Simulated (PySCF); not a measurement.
Sn(Br)(OH), HBrOSn, SMILES [Sn]([Br])[OH] at its CAM-B3LYP/def2-SVP optimised geometry (Å):

```
4

Sn    -1.1698    -1.2449     0.0000
Br     1.3921    -1.2449     0.0000
O     -1.3921     0.7205     0.0000
H     -0.5787     1.2449     0.0013
```

Computed with CAM-B3LYP/def2-TZVP, def2 effective core potentials past Kr in PySCF. The core electrons that the potentials of Sn replace are not part of the density.

Map of the LUMO amplitude (bohr^(-3/2)) on the plane z = 1.2 Å; orbital energy -1.77 eV, overall sign arbitrary:

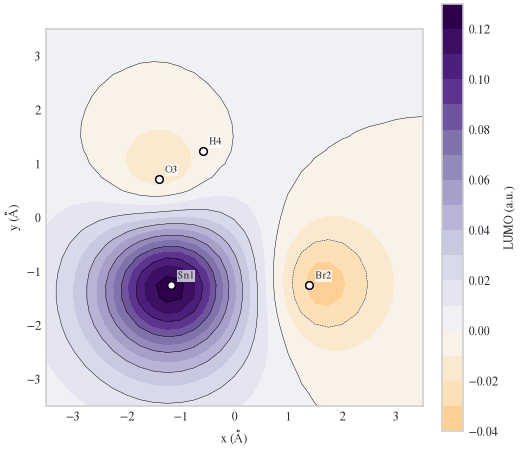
Figure. LUMO amplitude (bohr^(-3/2)) on the plane z = 1.2 Å.
